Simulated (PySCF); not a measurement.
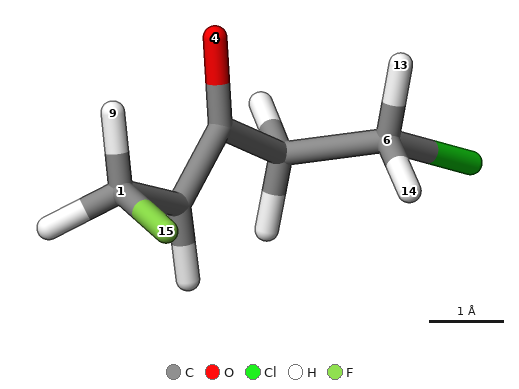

Fig. 1: The structure as given in the input (stick view, seen at a tilt; atoms are numbered from 1 in the order of the input).

**Run report: C5H7ClFO (charge −1), geometry relaxation**

System: C5H7ClFO, charge −1.
Method: PBE0-D3(BJ)/ma-def2-SVP geometry optimisation, gas phase (PySCF 2.14.0).

Input file
```
{"job": {"xc": "PBE0", "basis": "ma-def2-SVP", "d3": "d3bj", "grid": 1, "kind": "geom"}, "charge": -1, "multiplicity": 1}
C     -2.617534    -0.455708    -0.737448
C     -1.186523    -0.186631    -0.924393
C     -0.445423     0.423603     0.049641
O     -0.831611     0.849077     1.165366
C      1.071652     0.623163    -0.291935
C      1.820108    -0.365593     0.553281
Cl     3.611142    -0.252522     0.357972
H     -3.258514    -0.125660    -1.570320
H     -2.956291    -0.027060     0.208516
H     -0.734998    -0.493406    -1.857395
H      1.359806     1.643360    -0.027465
H      1.258200     0.456620    -1.353760
H      1.626704    -0.192040     1.611156
H      1.564520    -1.391347     0.288362
F     -2.935675    -1.852940    -0.644275
```

The first line tells a small driver script what to run in PySCF; the rest is the geometry in Å.

Launch command:
```bash
OMP_NUM_THREADS=1 python <driver script> task.json out
```

Log
```
step   0  E = -829.10136710  max force = 0.024001
step   1  E = -829.10401917  max force = 0.003610
step   2  E = -829.10421992  max force = 0.000641
step   3  E = -829.10428133  max force = 0.000664
step   4  E = -829.10430820  max force = 0.000330
step   5  E = -829.10431893  max force = 0.000279
optimisation converged
```

Trajectory as extended XYZ (Å, eV, eV/Å), 6 frames, from step=0 to step=5
```
15
Properties=species:S:1:pos:R:3:forces:R:3 step=0 energy=-22560.99735
C    -2.6175   -0.4557   -0.7375    0.3191  -0.0970  -0.0983
C    -1.1865   -0.1866   -0.9244   -1.2342  -0.5588  -0.5061
C    -0.4454    0.4236    0.0496    1.0216   0.7729   0.3609
O    -0.8316    0.8491    1.1654    0.1074   0.0203   0.3179
C     1.0716    0.6232   -0.2919   -0.7288  -0.3538   0.4489
C     1.8201   -0.3656    0.5533   -0.0188   0.2204  -0.1655
Cl    3.6111   -0.2525    0.3580    0.4892   0.0160  -0.0251
H    -3.2585   -0.1257   -1.5703   -0.0699   0.1324  -0.1145
H    -2.9563   -0.0271    0.2085   -0.0852   0.2846   0.1793
H    -0.7350   -0.4934   -1.8574    0.2688  -0.0397  -0.4314
H     1.3598    1.6434   -0.0275    0.0649   0.2836   0.0751
H     1.2582    0.4566   -1.3538    0.1045  -0.0742  -0.3040
H     1.6267   -0.1920    1.6112   -0.1121   0.0008   0.2615
H     1.5645   -1.3914    0.2884   -0.0987  -0.2563  -0.0284
F    -2.9357   -1.8529   -0.6443   -0.0279  -0.3514   0.0298
15
Properties=species:S:1:pos:R:3:forces:R:3 step=1 energy=-22561.06952
C    -2.6381   -0.4636   -0.7424   -0.1823  -0.1034   0.0574
C    -1.2296   -0.1786   -0.9555    0.1856   0.0573  -0.1216
C    -0.4305    0.3885    0.0418   -0.1502  -0.1063   0.1767
O    -0.7715    0.7263    1.2062    0.0529  -0.0157  -0.1404
C     1.0545    0.5915   -0.3075    0.1680   0.1128  -0.0806
C     1.8629   -0.3216    0.5754   -0.0382  -0.0531   0.0694
Cl    3.6689   -0.1245    0.3871   -0.0639   0.0266  -0.0177
H    -3.2927   -0.2015   -1.5943    0.0324   0.0004   0.0057
H    -2.9887    0.0348    0.1757   -0.0045  -0.0238  -0.0209
H    -0.7780   -0.4052   -1.9287   -0.0435   0.0124   0.0435
H     1.3219    1.6414   -0.0938   -0.0099  -0.0431  -0.0214
H     1.2627    0.3816   -1.3698   -0.0266   0.0131   0.0493
H     1.6436   -0.1266    1.6330    0.0136   0.0031  -0.0206
H     1.6595   -1.3770    0.3492    0.0280  -0.0005   0.0116
F    -2.9412   -1.8792   -0.5471    0.0385   0.1201   0.0096
15
Properties=species:S:1:pos:R:3:forces:R:3 step=2 energy=-22561.07498
C    -2.6474   -0.4766   -0.7463    0.0016   0.0003   0.0032
C    -1.2371   -0.1837   -0.9708    0.0295   0.0254   0.0330
C    -0.4321    0.3572    0.0370   -0.0103  -0.0305  -0.0311
O    -0.7635    0.6734    1.2078   -0.0225  -0.0091  -0.0180
C     1.0534    0.5805   -0.3182    0.0160  -0.0050   0.0096
C     1.8733   -0.2922    0.5953   -0.0009  -0.0107  -0.0004
Cl    3.6724   -0.0514    0.4045   -0.0133   0.0083  -0.0013
H    -3.2993   -0.2253   -1.6024    0.0007  -0.0005   0.0020
H    -2.9990    0.0330    0.1650   -0.0043  -0.0193  -0.0109
H    -0.7953   -0.3971   -1.9498   -0.0084   0.0011   0.0164
H     1.3002    1.6397   -0.1335   -0.0034  -0.0083  -0.0104
H     1.2647    0.3450   -1.3731   -0.0041   0.0023   0.0117
H     1.6440   -0.0727    1.6455    0.0024   0.0051  -0.0158
H     1.7000   -1.3586    0.3973    0.0096   0.0089   0.0084
F    -2.9384   -1.8850   -0.5298    0.0076   0.0319   0.0036
15
Properties=species:S:1:pos:R:3:forces:R:3 step=3 energy=-22561.07665
C    -2.6521   -0.4829   -0.7630    0.0276   0.0229  -0.0060
C    -1.2394   -0.1942   -0.9823   -0.0074   0.0070   0.0229
C    -0.4342    0.3299    0.0328    0.0022  -0.0119  -0.0341
O    -0.7695    0.6317    1.2060   -0.0081   0.0071   0.0223
C     1.0507    0.5645   -0.3192   -0.0170  -0.0172   0.0126
C     1.8842   -0.2638    0.6224   -0.0013   0.0072  -0.0158
Cl    3.6763    0.0157    0.4297    0.0054   0.0026   0.0029
H    -3.2974   -0.2306   -1.6238   -0.0034  -0.0002  -0.0001
H    -3.0091    0.0279    0.1449    0.0014   0.0015   0.0004
H    -0.7986   -0.4013   -1.9625    0.0071  -0.0026   0.0003
H     1.2789    1.6326   -0.1662   -0.0001   0.0046  -0.0055
H     1.2690    0.3029   -1.3659    0.0048  -0.0003  -0.0035
H     1.6442   -0.0183    1.6640   -0.0024   0.0012   0.0007
H     1.7381   -1.3394    0.4555    0.0000   0.0002   0.0054
F    -2.9466   -1.8875   -0.5435   -0.0090  -0.0221  -0.0024
15
Properties=species:S:1:pos:R:3:forces:R:3 step=4 energy=-22561.07738
C    -2.6532   -0.4941   -0.7777    0.0123   0.0123  -0.0065
C    -1.2390   -0.2092   -0.9898   -0.0155  -0.0124   0.0057
C    -0.4361    0.3084    0.0292    0.0083   0.0119  -0.0129
O    -0.7739    0.6049    1.2034   -0.0039   0.0053   0.0151
C     1.0472    0.5532   -0.3219   -0.0117  -0.0078   0.0101
C     1.8905   -0.2331    0.6460    0.0022   0.0031  -0.0065
Cl    3.6774    0.0768    0.4553    0.0090   0.0013   0.0017
H    -3.2936   -0.2366   -1.6407   -0.0031  -0.0011  -0.0001
H    -3.0133    0.0143    0.1301    0.0024   0.0054   0.0056
H    -0.7951   -0.4144   -1.9689    0.0074  -0.0018  -0.0045
H     1.2590    1.6287   -0.1995   -0.0008   0.0052  -0.0021
H     1.2741    0.2668   -1.3602    0.0030  -0.0032  -0.0055
H     1.6386    0.0362    1.6788   -0.0026   0.0004   0.0020
H     1.7669   -1.3156    0.5088   -0.0014  -0.0017   0.0023
F    -2.9545   -1.8987   -0.5643   -0.0055  -0.0170  -0.0043
15
Properties=species:S:1:pos:R:3:forces:R:3 step=5 energy=-22561.07767
C    -2.6517   -0.5106   -0.7925    0.0023   0.0031  -0.0023
C    -1.2359   -0.2292   -0.9967   -0.0111  -0.0144  -0.0071
C    -0.4388    0.2936    0.0239    0.0058   0.0110   0.0106
O    -0.7830    0.5938    1.1957    0.0035   0.0043   0.0017
C     1.0440    0.5457   -0.3235   -0.0057   0.0033  -0.0032
C     1.8934   -0.2006    0.6700    0.0013  -0.0004   0.0002
Cl    3.6763    0.1341    0.4820    0.0018  -0.0001   0.0015
H    -3.2882   -0.2462   -1.6564   -0.0011  -0.0018  -0.0004
H    -3.0134   -0.0058    0.1168    0.0023   0.0034   0.0024
H    -0.7863   -0.4365   -1.9728    0.0030  -0.0008  -0.0040
H     1.2411    1.6272   -0.2309    0.0000   0.0027   0.0001
H     1.2806    0.2346   -1.3527    0.0016  -0.0025  -0.0015
H     1.6294    0.0918    1.6934   -0.0011   0.0010   0.0031
H     1.7888   -1.2884    0.5618   -0.0008  -0.0017  -0.0002
F    -2.9592   -1.9157   -0.5891   -0.0018  -0.0070  -0.0011
```

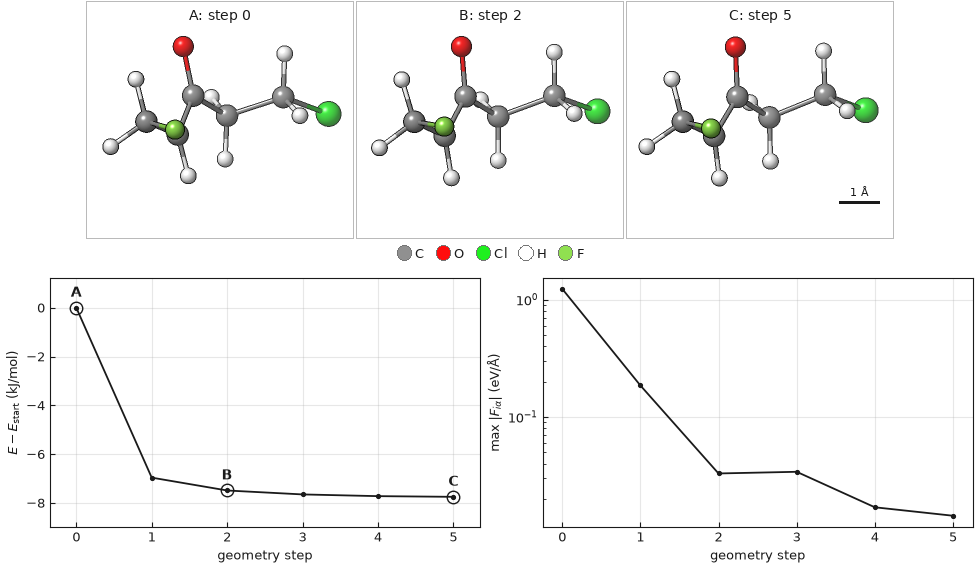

Fig. 2: Frames of the relaxation (ball-and-stick view, seen at a tilt) above the curves, on which the letters mark them (steps are counted from 0).

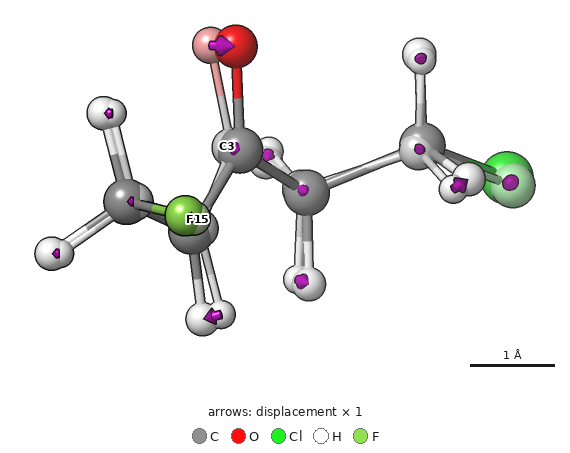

Fig. 3: Start (faint) and end (solid) with the displacements as pink arrows, at true length (ball-and-stick view, seen at a tilt). The two geometries are laid on each other by the best rigid fit. The largest move after the best rigid fit is that of O4, 0.35 Å. By element the largest moves are O 0.35 Å, H 0.25 Å, Cl 0.24 Å, C 0.14 Å, F 0.11 Å. Distances before and after: C2–C3 1.368 → 1.397 Å, C3–C5 1.568 → 1.544 Å, C6–Cl7 1.805 → 1.824 Å, C1–F15 1.436 → 1.453 Å. Among the angles that change: C3–C5–C6 106.0° → 108.2°. The energy falls by 7.75 kJ/mol in 5 geometry steps. Largest force component: 1.2 eV/Å at the start, 0.014 eV/Å at the end. (Atoms are counted from 1 in the order of the input.)

Results in brief

| quantity | value |
| --- | --- |
| outcome | converged |
| total energy | −829.104319 hartree |
| point group | C1 |
| hardware | 1 CPU thread, shared host |
| wall time | 75 s |
| peak memory | 0.73 GiB |
